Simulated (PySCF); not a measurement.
**C₁₂H₂₂N₂Si (Si(vinyl)2(pyrrolidide)2): density, localisation and related maps**

```xyz
37

Si    0.7960    0.0188    0.5797
C     0.8015   -0.0212    2.4532
C     0.5410    1.0700    3.1829
H     1.0673   -0.9457    2.9837
H     0.2798    2.0199    2.7006
H     0.5772    1.0723    4.2785
C     2.5541    0.0808   -0.0665
C     3.1565   -0.9935   -0.5900
H     3.1362    1.0088    0.0174
H     2.6230   -1.9469   -0.6885
H     4.1961   -0.9784   -0.9382
N    -0.0081    1.4387   -0.0036
C     0.5699    2.4913   -0.8307
C    -0.6405    3.2268   -1.4019
C    -1.6802    3.0684   -0.2982
C    -1.4417    1.6375    0.1731
H     1.2172    2.0851   -1.6262
H     1.1959    3.1877   -0.2368
H    -0.9890    2.7245   -2.3196
H    -0.4217    4.2742   -1.6568
H    -1.4702    3.7756    0.5217
H    -2.7132    3.2429   -0.6335
H    -1.7512    1.4858    1.2217
H    -2.0337    0.9251   -0.4373
N    -0.0127   -1.4146    0.0374
C    -0.4839   -2.5223    0.8594
C    -1.4128   -3.3043   -0.0666
C    -0.7816   -3.0808   -1.4360
C    -0.3609   -1.6162   -1.3643
H    -1.0057   -2.1722    1.7660
H     0.3491   -3.1703    1.2005
H    -2.4225   -2.8613   -0.0450
H    -1.5053   -4.3640    0.2137
H     0.1083   -3.7226   -1.5500
H    -1.4581   -3.2944   -2.2767
H     0.4865   -1.3909   -2.0348
H    -1.1968   -0.9581   -1.6778
```

Geometry: PBE0-D3(BJ)/def2-SVP.

Theory: PySCF, PBE0/pcSseg-1, SCF density, gas phase, non-relativistic.

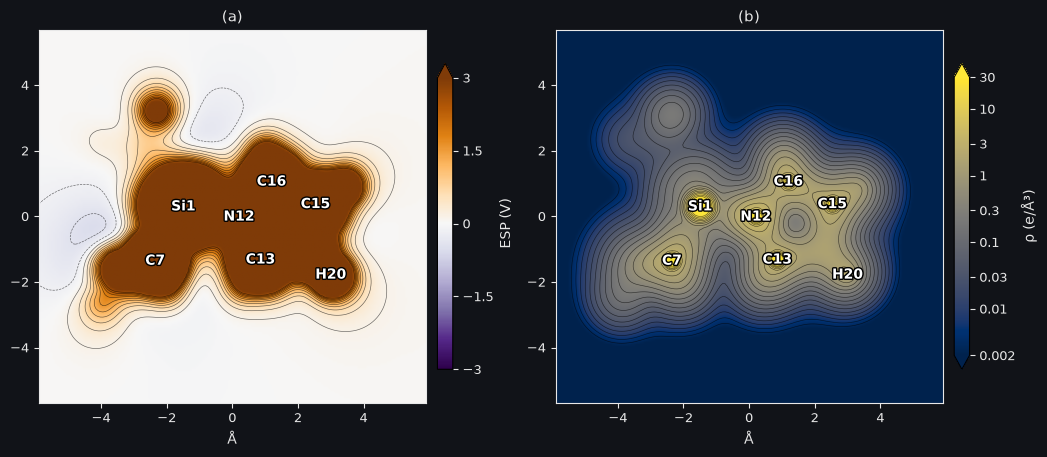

Figure 1. (a) electrostatic potential; (b) electron density on the plane of atoms Si1, N12 and C13.

> What do the fields say about this system?

The section cuts through Si, C, N and H sites. C–N (1.46 Å): ρ is about 1.9 e/Å³ halfway. Si–N (1.73 Å): ρ at the midpoint is about 1.1 e/Å³. C–Si (1.87 Å): the density is about 0.96 e/Å³ at the midpoint. C–C (1.53 Å): ρ at the midpoint is about 1.7 e/Å³. Outside the dense part of the molecule the potential is most negative (−0.5 V) near C8, which lies off the plane.

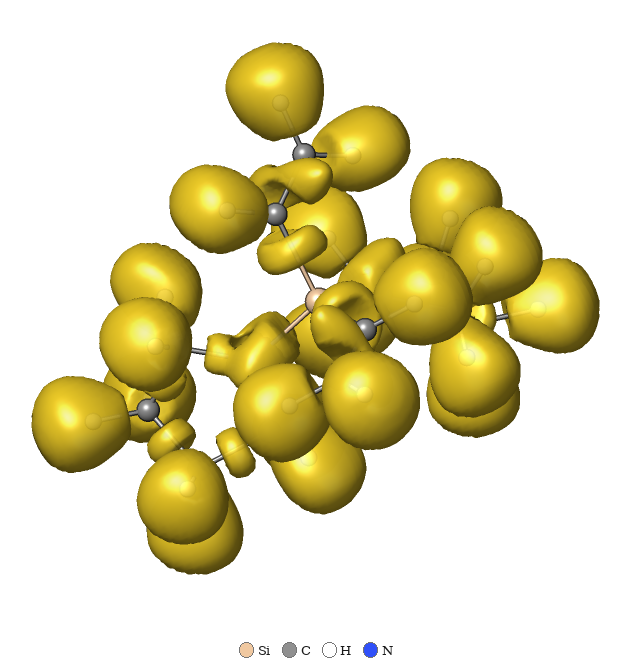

Figure 2. Isosurface of the ELF at 0.75 (yellow), seen at an oblique angle. Core shells and regions of very low density are left out.

> Where are the electrons localised?

At this value the surface marks out eight regions between bonded C–C atoms (shared pairs), two regions between bonded C–Si atoms (shared pairs), 22 regions around hydrogen nuclei and two regions on N in which the atom's valence shell and bonds are merged. Along the contacts the grid gives the following. C–C (1.34 Å): the ELF peaks at about 0.95 between the atoms: a multiple bond. C–N (1.46 Å): the ELF peaks at about 0.90 between the atoms; a covalent bond.

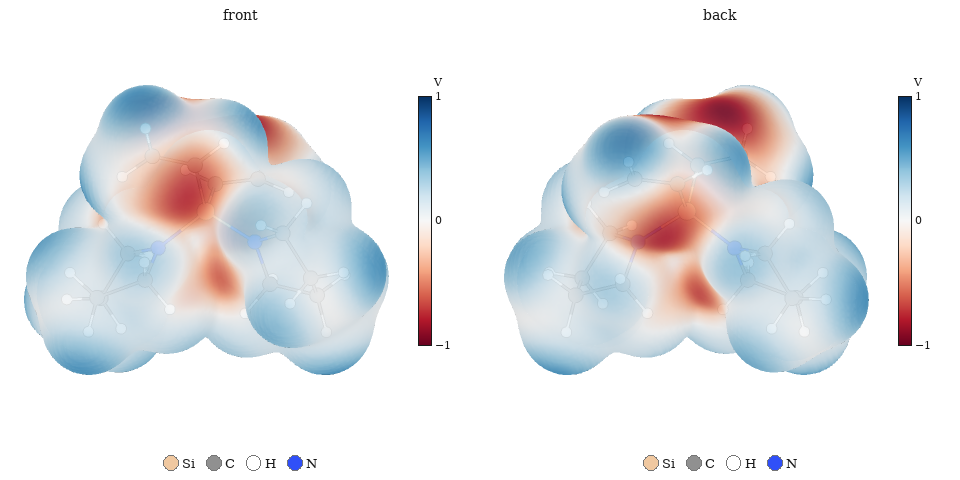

Figure 3. The molecular electrostatic potential painted on the density surface at 0.002 e/bohr³, seen from the front and from behind; red is negative and blue positive.

> Where is the surface potential most negative and most positive?

The most negative region (about −0.9 V, or −21 kcal/mol for a unit charge) lies over the π face of C2, C3, C7 and C8, the most positive (about +0.6 V, or +14 kcal/mol for a unit charge) over the H atoms.
